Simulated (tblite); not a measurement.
# Geometry relaxation, with input and output: C$_{6}$H$_{15}$NSi$_{2}$ (part 2 of 4)

C$_{6}$H$_{15}$NSi$_{2}$; GFN2-xTB geometry optimisation, gas phase (tblite 0.8.0). It belongs to a series of runs on one base structure; here: H on N replaced by iPr.

Geometry of the input (Å):
```
C  -2.2769  -0.8742  -0.6418
C  -1.9702  0.4237  0.0785
C  -3.0203  0.6916  1.1398
N  -0.6458  0.3285  0.7139
Si 0.5144  0.0313  -0.5673
C  1.6264  -1.3985  -0.3116
C  2.7920  -1.1563  0.1988
C  3.2127  0.1905  0.5628
Si 2.2949  1.4473  -0.4699
H  -2.6956  -0.6663  -1.6553
H  -1.3011  -1.3916  -0.8178
H  -2.9389  -1.5571  -0.0688
H  -2.0215  1.2348  -0.6344
H  -2.8726  1.7497  1.4404
H  -4.0446  0.6517  0.6817
H  -2.9123  -0.0054  2.0006
H  -0.6348  -0.3450  1.5057
H  -0.0767  0.0514  -1.9152
H  1.2958  -2.4227  -0.5814
H  3.5170  -2.0223  0.3876
H  4.2909  0.3196  0.2887
H  3.1189  0.4202  1.6456
H  2.8877  1.7066  -1.7468
H  1.8490  2.6124  0.2741
```

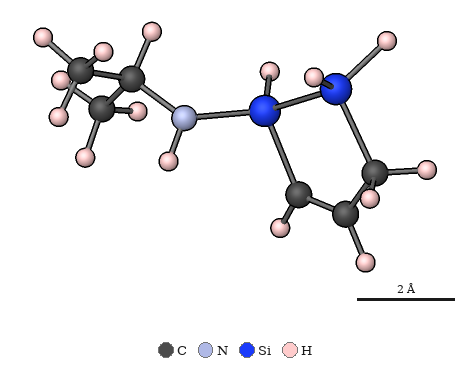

*The geometry at step 72 of the log (ball-and-stick view, seen at a tilt).*

**Trajectory as extended XYZ, continued**
```
24
Properties=species:S:1:pos:R:3:forces:R:3 step=39 energy=-730.46512
C    -2.6922   -1.0493   -0.6467    0.0230   0.0130   0.0200
C    -2.1530    0.2755   -0.0739    0.0420   0.0000   0.0200
C    -2.9990    0.7358    1.1128   -0.0070   0.0290  -0.0520
N    -0.7705    0.1747    0.3435    0.0100  -0.0210   0.0420
Si    0.6226    0.1341   -0.6785   -0.0760  -0.1770   0.0090
C     1.7214   -1.3586   -0.2573   -0.0450   0.0430  -0.0050
C     2.9232   -1.1210    0.2596   -0.0360  -0.0190  -0.0280
C     3.4596    0.2504    0.5513   -0.0210  -0.0630  -0.0360
Si    2.3618    1.5859   -0.2860    0.0390  -0.0170   0.0260
H    -3.3782   -0.8667   -1.4712    0.0270  -0.0130   0.0560
H    -1.8552   -1.6440   -1.0051   -0.0730   0.0050  -0.0900
H    -3.2181   -1.6219    0.1145    0.0470   0.0000   0.0240
H    -2.1834    1.0377   -0.8598    0.0050  -0.0160  -0.0010
H    -2.6279    1.6857    1.4918   -0.0020  -0.0270   0.0140
H    -4.0386    0.8597    0.8200    0.0030  -0.0020  -0.0330
H    -2.9531   -0.0058    1.9117    0.0120   0.0660  -0.0390
H    -0.6983   -0.2618    1.2502    0.0530  -0.0330   0.0090
H     0.1223    0.0855   -2.0641    0.0230  -0.0580   0.0270
H     1.4097   -2.3886   -0.4043    0.0160   0.1240   0.0070
H     3.5875   -1.9441    0.5182   -0.0280   0.0540   0.0070
H     4.4991    0.3026    0.2157   -0.0450   0.0010   0.0260
H     3.4952    0.3675    1.6406   -0.0070   0.0480  -0.0820
H     3.0668    1.9906   -1.5096    0.0270   0.0470  -0.0360
H     2.2864    2.7957    0.5343    0.0140   0.0160   0.1150
24
Properties=species:S:1:pos:R:3:forces:R:3 step=46 energy=-730.51444
C    -2.7410   -1.0873   -0.6240    0.0140   0.0020   0.0130
C    -2.1357    0.2289   -0.1097    0.1030  -0.0150   0.0020
C    -2.9539    0.8004    1.0449    0.0140   0.0000  -0.0090
N    -0.7639    0.0770    0.3299    0.0040  -0.0550  -0.1300
Si    0.6304    0.1002   -0.6889   -0.0540   0.1180   0.0460
C     1.7312   -1.3636   -0.2417   -0.1620  -0.0090  -0.1020
C     2.9138   -1.1162    0.3032    0.0080  -0.0470  -0.0580
C     3.4728    0.2492    0.5277   -0.0530   0.2080  -0.0780
Si    2.3157    1.5960   -0.1996    0.0260   0.2570  -0.1360
H    -3.6186   -0.8933   -1.2374   -0.0740   0.0310   0.1640
H    -2.0300   -1.6254   -1.2504    0.0640   0.1010   0.1280
H    -3.0187   -1.7188    0.2194    0.0060  -0.0340  -0.1080
H    -2.1353    0.9501   -0.9362    0.1110  -0.0350   0.0470
H    -2.4944    1.7130    1.4065    0.0450   0.1620  -0.0310
H    -3.9705    1.0168    0.7393   -0.1060  -0.0130  -0.0530
H    -2.9762    0.0997    1.8738   -0.0550  -0.1400   0.0420
H    -0.6890   -0.3783    1.2315   -0.0860   0.0360  -0.1850
H     0.1789    0.0986   -2.0914   -0.0190  -0.0970   0.0510
H     1.4052   -2.3853   -0.3794    0.0420  -0.0540   0.0620
H     3.5525   -1.9291    0.6198    0.1480  -0.1540   0.0490
H     4.4503    0.3168    0.0520    0.1350  -0.0940  -0.0460
H     3.6698    0.3708    1.5917   -0.0430   0.0630   0.1460
H     3.0338    2.1476   -1.3788   -0.1300  -0.0590   0.1770
H     2.1610    2.7519    0.7059    0.0580  -0.1730   0.0090
24
Properties=species:S:1:pos:R:3:forces:R:3 step=53 energy=-730.56228
C    -2.7710   -1.0966   -0.5988   -0.0530  -0.0540   0.0240
C    -2.1221    0.2088   -0.1263   -0.0300   0.0040  -0.0410
C    -2.9330    0.8363    1.0063    0.0070   0.0070  -0.0340
N    -0.7602    0.0110    0.2968   -0.0080   0.0270   0.0270
Si    0.6401    0.1059   -0.6944    0.0270   0.0160  -0.0330
C     1.7285   -1.3578   -0.2366    0.0940  -0.0270   0.0400
C     2.9130   -1.1102    0.3065    0.0370   0.0400   0.0780
C     3.4779    0.2651    0.4942    0.0410   0.0110  -0.0010
Si    2.2983    1.6257   -0.1726    0.0030  -0.0570   0.0270
H    -3.7486   -0.8951   -1.0349    0.0660  -0.0290   0.0180
H    -2.1399   -1.5791   -1.3439   -0.0490   0.0640   0.0410
H    -2.9013   -1.7813    0.2394    0.0350   0.0330  -0.0410
H    -2.0767    0.8985   -0.9744   -0.0710   0.0460  -0.0170
H    -2.4391    1.7454    1.3435   -0.0580  -0.0260   0.0430
H    -3.9390    1.0816    0.6731    0.0350  -0.0040   0.0000
H    -3.0058    0.1370    1.8403    0.0200   0.0860  -0.0320
H    -0.6925   -0.4504    1.1896   -0.0300  -0.0580   0.0240
H     0.2016    0.0288   -2.0937   -0.0330   0.0100  -0.0660
H     1.4003   -2.3808   -0.3471   -0.0130  -0.0640   0.0230
H     3.5484   -1.9190    0.6586    0.0320  -0.0040  -0.0540
H     4.4417    0.3015   -0.0212    0.0130   0.0140   0.0380
H     3.7087    0.4135    1.5540   -0.0050  -0.0500  -0.0390
H     3.0017    2.2559   -1.2997   -0.0460   0.0510  -0.0170
H     2.1573    2.6753    0.8492   -0.0130  -0.0340  -0.0100
24
Properties=species:S:1:pos:R:3:forces:R:3 step=59 energy=-730.57598
C    -2.7944   -1.1042   -0.5803   -0.0450  -0.0210  -0.0130
C    -2.1226    0.2035   -0.1485   -0.0520   0.0470   0.0320
C    -2.9161    0.8701    0.9730   -0.0370   0.0230   0.0750
N    -0.7630   -0.0191    0.2743   -0.0220   0.0170  -0.0280
Si    0.6479    0.0853   -0.7073    0.0130   0.0130   0.0170
C     1.7490   -1.3656   -0.2209    0.0100  -0.0100   0.0510
C     2.9306   -1.1099    0.3268    0.0340   0.0120  -0.0910
C     3.4998    0.2687    0.4848    0.0080  -0.0410  -0.0080
Si    2.2864    1.6202   -0.1458   -0.0340  -0.0660   0.0360
H    -3.8191   -0.9238   -0.9057    0.0990  -0.0060   0.0200
H    -2.2316   -1.5388   -1.4039   -0.0430  -0.0400   0.0360
H    -2.8136   -1.8158    0.2474    0.0270   0.0900  -0.0850
H    -2.0818    0.8793   -1.0092   -0.0030  -0.0110  -0.0010
H    -2.4070    1.7650    1.3222    0.0070   0.0410  -0.0730
H    -3.9127    1.1376    0.6318    0.0080   0.0180  -0.0060
H    -3.0130    0.1926    1.8185   -0.0110  -0.0610   0.0120
H    -0.7216   -0.5154    1.1518    0.0380  -0.0090  -0.0370
H     0.2097    0.0252   -2.1160    0.0320  -0.0170   0.0650
H     1.4132   -2.3898   -0.3093    0.0330  -0.0360   0.0110
H     3.5720   -1.9180    0.6747   -0.0170   0.0490  -0.0150
H     4.4459    0.3049   -0.0635   -0.0140   0.0140   0.0300
H     3.7675    0.4122    1.5359   -0.0050   0.0130  -0.0320
H     2.9494    2.3382   -1.2457   -0.0130   0.0000   0.0060
H     2.1133    2.6173    0.9227   -0.0140  -0.0200  -0.0060
24
Properties=species:S:1:pos:R:3:forces:R:3 step=66 energy=-730.58329
C    -2.8009   -1.1007   -0.5778    0.0150   0.0270   0.0020
C    -2.1307    0.2109   -0.1567    0.0160   0.0160   0.0160
C    -2.9165    0.8869    0.9660   -0.0330   0.0080   0.0080
N    -0.7709   -0.0143    0.2662    0.0180  -0.0150   0.0090
Si    0.6500    0.0689   -0.7000    0.0230   0.0020  -0.0150
C     1.7573   -1.3764   -0.2046    0.0060  -0.0070  -0.0050
C     2.9496   -1.1096    0.3142   -0.0060  -0.0210   0.0140
C     3.5115    0.2696    0.4743   -0.0090  -0.0170  -0.0080
Si    2.2747    1.6064   -0.1320   -0.0150   0.0160  -0.0040
H    -3.8371   -0.9335   -0.8580   -0.0160   0.0100  -0.0100
H    -2.2712   -1.5323   -1.4234    0.0080   0.0040   0.0050
H    -2.7702   -1.8113    0.2455   -0.0240  -0.0090   0.0120
H    -2.0900    0.8837   -1.0194    0.0090  -0.0070  -0.0050
H    -2.4011    1.7845    1.2988    0.0190  -0.0080  -0.0110
H    -3.9092    1.1634    0.6236   -0.0440   0.0040  -0.0160
H    -3.0199    0.2109    1.8128    0.0180  -0.0010   0.0060
H    -0.7276   -0.5484    1.1207   -0.0310   0.0000   0.0230
H     0.2257    0.0114   -2.1086    0.0210  -0.0320  -0.0160
H     1.4346   -2.4063   -0.2846    0.0120   0.0000   0.0090
H     3.5943   -1.9119    0.6645    0.0290   0.0000  -0.0300
H     4.4564    0.3161   -0.0726    0.0010   0.0200  -0.0190
H     3.7816    0.4133    1.5241   -0.0050  -0.0070   0.0020
H     2.9128    2.3628   -1.2203    0.0010  -0.0080   0.0030
H     2.0853    2.5755    0.9553   -0.0140   0.0240   0.0320
24
Properties=species:S:1:pos:R:3:forces:R:3 step=72 energy=-730.58676
C    -2.7935   -1.0905   -0.5771   -0.0060   0.0020  -0.0300
C    -2.1275    0.2209   -0.1520    0.0000  -0.0180  -0.0200
C    -2.9270    0.8945    0.9638    0.0440  -0.0050  -0.0110
N    -0.7689   -0.0035    0.2805   -0.0190  -0.0120   0.0050
Si    0.6509    0.0545   -0.6942   -0.0300  -0.0370   0.0270
C     1.7630   -1.3899   -0.1995   -0.0210   0.0010   0.0080
C     2.9602   -1.1158    0.3033    0.0140   0.0000  -0.0390
C     3.5075    0.2684    0.4664   -0.0020   0.0250   0.0150
Si    2.2604    1.6040   -0.1233    0.0050   0.0230  -0.0180
H    -3.8282   -0.9216   -0.8629   -0.0140   0.0020  -0.0180
H    -2.2604   -1.5262   -1.4189    0.0070   0.0210   0.0080
H    -2.7701   -1.8011    0.2462   -0.0210  -0.0080   0.0260
H    -2.0808    0.8950   -1.0132    0.0080  -0.0110  -0.0110
H    -2.4084    1.7935    1.2859   -0.0370   0.0350   0.0270
H    -3.9246    1.1609    0.6208    0.0540  -0.0120   0.0040
H    -3.0186    0.2219    1.8148   -0.0090   0.0120   0.0010
H    -0.7392   -0.5580    1.1233    0.0010   0.0090   0.0040
H     0.2435   -0.0226   -2.1083    0.0060  -0.0260   0.0080
H     1.4481   -2.4232   -0.2725    0.0010   0.0190  -0.0160
H     3.6224   -1.9131    0.6322    0.0070   0.0040  -0.0070
H     4.4528    0.3345   -0.0788   -0.0120  -0.0060   0.0050
H     3.7691    0.4058    1.5186    0.0360   0.0060   0.0160
H     2.8952    2.3606   -1.2157   -0.0180  -0.0050   0.0350
H     2.0624    2.5708    0.9688    0.0060  -0.0180  -0.0170
24
Properties=species:S:1:pos:R:3:forces:R:3 step=79 energy=-730.59049
C    -2.7963   -1.0791   -0.5787   -0.0060   0.0030  -0.0020
C    -2.1261    0.2291   -0.1498   -0.0090  -0.0060   0.0100
C    -2.9280    0.9033    0.9633   -0.0040   0.0090  -0.0080
N    -0.7729   -0.0041    0.2926   -0.0130  -0.0100  -0.0060
Si    0.6473    0.0325   -0.6803   -0.0170   0.0030   0.0060
C     1.7696   -1.4009   -0.1884    0.0050  -0.0010   0.0010
C     2.9762   -1.1167    0.2845    0.0160   0.0000  -0.0020
C     3.5055    0.2725    0.4630    0.0160   0.0100   0.0060
Si    2.2429    1.5974   -0.1176    0.0280   0.0030   0.0260
H    -3.8238   -0.9062   -0.8889    0.0100   0.0050  -0.0100
H    -2.2443   -1.5179   -1.4059   -0.0070  -0.0200  -0.0030
H    -2.7955   -1.7848    0.2507   -0.0160   0.0090  -0.0150
H    -2.0722    0.9000   -1.0138    0.0180  -0.0040   0.0230
H    -2.4324    1.8158    1.2851    0.0110  -0.0060  -0.0070
H    -3.9275    1.1512    0.6160   -0.0090   0.0030  -0.0010
H    -3.0136    0.2341    1.8178    0.0010   0.0120   0.0010
H    -0.7541   -0.5617    1.1335    0.0030  -0.0010   0.0090
H     0.2667   -0.0795   -2.0999   -0.0270  -0.0030   0.0040
H     1.4644   -2.4357   -0.2686    0.0090  -0.0080  -0.0130
H     3.6589   -1.9080    0.5828    0.0070  -0.0140   0.0140
H     4.4501    0.3564   -0.0802   -0.0020  -0.0040  -0.0090
H     3.7691    0.3995    1.5169    0.0050   0.0120  -0.0030
H     2.8732    2.3614   -1.2033   -0.0060   0.0190  -0.0180
H     2.0510    2.5612    0.9770   -0.0140  -0.0090  -0.0010
24
Properties=species:S:1:pos:R:3:forces:R:3 step=85 energy=-730.59287
C    -2.8093   -1.0741   -0.5848   -0.0100  -0.0040   0.0210
C    -2.1288    0.2269   -0.1498    0.0230  -0.0050   0.0070
C    -2.9290    0.9149    0.9570    0.0170  -0.0130   0.0060
N    -0.7803   -0.0276    0.2961    0.0240   0.0170   0.0210
Si    0.6470    0.0203   -0.6650    0.0110  -0.0040  -0.0120
C     1.7835   -1.4057   -0.1814    0.0200   0.0040  -0.0120
C     2.9937   -1.1168    0.2803   -0.0030   0.0050   0.0160
C     3.5174    0.2760    0.4620   -0.0130  -0.0040  -0.0220
Si    2.2415    1.5935   -0.1059   -0.0500  -0.0160  -0.0140
H    -3.8323   -0.8946   -0.9051    0.0070   0.0190  -0.0130
H    -2.2534   -1.5233   -1.4043   -0.0110   0.0050   0.0060
H    -2.8225   -1.7764    0.2473   -0.0210   0.0000  -0.0130
H    -2.0549    0.8990   -1.0107   -0.0130  -0.0080  -0.0050
H    -2.4309    1.8286    1.2719    0.0090   0.0030  -0.0350
H    -3.9300    1.1604    0.6102    0.0240  -0.0020   0.0000
H    -3.0116    0.2572    1.8204   -0.0170  -0.0150  -0.0030
H    -0.7624   -0.5701    1.1464   -0.0240  -0.0080   0.0090
H     0.2617   -0.1141   -2.0826   -0.0130   0.0220   0.0100
H     1.4885   -2.4425   -0.2765    0.0080   0.0010   0.0140
H     3.6833   -1.9080    0.5651    0.0060   0.0150   0.0090
H     4.4520    0.3670   -0.0975    0.0100  -0.0050   0.0150
H     3.7930    0.4046    1.5130    0.0070  -0.0060  -0.0290
H     2.8467    2.3798   -1.1916    0.0030  -0.0040   0.0070
H     2.0254    2.5449    0.9937    0.0060   0.0040   0.0190
24
Properties=species:S:1:pos:R:3:forces:R:3 step=92 energy=-730.59601
C    -2.8294   -1.0678   -0.5883   -0.0160  -0.0310  -0.0150
C    -2.1262    0.2194   -0.1477   -0.0060  -0.0180  -0.0210
C    -2.9217    0.9263    0.9487   -0.0070  -0.0110  -0.0040
N    -0.7845   -0.0505    0.3099    0.0000  -0.0180   0.0010
Si    0.6462   -0.0036   -0.6469    0.0180   0.0070   0.0000
C     1.8087   -1.4139   -0.1785   -0.0080  -0.0080   0.0110
C     3.0185   -1.1124    0.2773   -0.0130  -0.0130  -0.0250
C     3.5306    0.2854    0.4500    0.0000  -0.0300  -0.0020
Si    2.2248    1.5861   -0.0902    0.0040  -0.0070  -0.0400
H    -3.8418   -0.8635   -0.9297    0.0230   0.0240   0.0110
H    -2.2736   -1.5316   -1.4006   -0.0020   0.0050   0.0340
H    -2.8780   -1.7700    0.2428   -0.0020   0.0150  -0.0140
H    -2.0407    0.8876   -1.0101    0.0150   0.0000  -0.0180
H    -2.4154    1.8432    1.2396   -0.0060  -0.0080   0.0300
H    -3.9208    1.1717    0.5980    0.0040   0.0140  -0.0130
H    -3.0128    0.2814    1.8212    0.0190   0.0170   0.0020
H    -0.7844   -0.5873    1.1637    0.0130  -0.0140   0.0030
H     0.2465   -0.1392   -2.0597    0.0030   0.0210  -0.0080
H     1.5255   -2.4535   -0.2757    0.0080  -0.0080   0.0240
H     3.7195   -1.8972    0.5534   -0.0070   0.0260   0.0040
H     4.4584    0.3808   -0.1203   -0.0200   0.0220  -0.0270
H     3.8273    0.4134    1.4944   -0.0150   0.0120   0.0180
H     2.8121    2.3986   -1.1681   -0.0110  -0.0140   0.0210
H     1.9992    2.5163    1.0247    0.0090   0.0160   0.0290
24
Properties=species:S:1:pos:R:3:forces:R:3 step=99 energy=-730.59953
C    -2.8659   -1.0657   -0.5896    0.0370   0.0300  -0.0080
C    -2.1224    0.2007   -0.1544   -0.0140   0.0270   0.0070
C    -2.9055    0.9429    0.9293    0.0130   0.0190   0.0120
N    -0.7899   -0.1045    0.3086   -0.0260  -0.0220  -0.0130
Si    0.6503   -0.0299   -0.6308   -0.0230  -0.0240   0.0340
C     1.8312   -1.4277   -0.1642   -0.0030  -0.0080  -0.0090
C     3.0438   -1.1076    0.2703   -0.0040   0.0110   0.0230
C     3.5397    0.2955    0.4310    0.0090   0.0380   0.0070
Si    2.2014    1.5797   -0.0638    0.0230   0.0690   0.0410
H    -3.8669   -0.8200   -0.9366    0.0200  -0.0270   0.0050
H    -2.3181   -1.5481   -1.3951   -0.0160  -0.0190  -0.0070
H    -2.9397   -1.7628    0.2418   -0.0290  -0.0020   0.0230
H    -2.0139    0.8544   -1.0257    0.0140   0.0170   0.0050
H    -2.3852    1.8542    1.2144    0.0210  -0.0050  -0.0160
H    -3.8994    1.2060    0.5739    0.0310  -0.0160  -0.0070
H    -3.0078    0.3166    1.8133   -0.0130  -0.0230   0.0010
H    -0.7993   -0.6244    1.1725    0.0080  -0.0100  -0.0150
H     0.2456   -0.1403   -2.0436    0.0220  -0.0030  -0.0210
H     1.5680   -2.4739   -0.2455   -0.0400   0.0050   0.0010
H     3.7579   -1.8779    0.5511   -0.0040  -0.0150  -0.0150
H     4.4427    0.4149   -0.1736   -0.0070  -0.0130  -0.0020
H     3.8686    0.4253    1.4661   -0.0010   0.0060  -0.0120
H     2.7694    2.4293   -1.1223   -0.0190  -0.0040   0.0020
H     1.9836    2.4830    1.0809    0.0010  -0.0310  -0.0330
24
Properties=species:S:1:pos:R:3:forces:R:3 step=105 energy=-730.60438
C    -2.9378   -1.0671   -0.5834   -0.0210  -0.0040   0.0120
C    -2.1237    0.1659   -0.1781    0.0260  -0.0400   0.0050
C    -2.8596    0.9682    0.8961    0.0030  -0.0180  -0.0300
N    -0.8102   -0.2263    0.2717    0.0400   0.0260  -0.0070
Si    0.6584   -0.0537   -0.6028    0.0090   0.0550  -0.0230
C     1.8610   -1.4311   -0.1362   -0.0400   0.0280   0.0360
C     3.0731   -1.0892    0.2839    0.0200   0.0000  -0.0440
C     3.5610    0.3228    0.4049   -0.0210  -0.0160  -0.0070
Si    2.1776    1.5884   -0.0088   -0.0090  -0.0930   0.0130
H    -3.9344   -0.7840   -0.9092   -0.0290   0.0370  -0.0250
H    -2.4378   -1.5846   -1.3979    0.0150  -0.0260   0.0270
H    -3.0334   -1.7499    0.2595    0.0290   0.0190  -0.0150
H    -1.9773    0.7974   -1.0613   -0.0310  -0.0130   0.0350
H    -2.2948    1.8584    1.1633    0.0350  -0.0500   0.0230
H    -3.8357    1.2769    0.5317   -0.0160   0.0070  -0.0150
H    -3.0048    0.3561    1.7851    0.0360   0.0350   0.0020
H    -0.8224   -0.6992    1.1616   -0.0360  -0.0030  -0.0250
H     0.2836   -0.1225   -2.0298    0.0280  -0.0160   0.0250
H     1.5984   -2.4797   -0.1945    0.0100   0.0330  -0.0050
H     3.7987   -1.8507    0.5598    0.0030   0.0070   0.0140
H     4.4131    0.4529   -0.2690   -0.0110  -0.0380   0.0370
H     3.9608    0.4644    1.4133    0.0090  -0.0040  -0.0410
H     2.7021    2.4927   -1.0426   -0.0240   0.0240   0.0090
H     1.9722    2.4136    1.1907   -0.0270   0.0510   0.0000
```
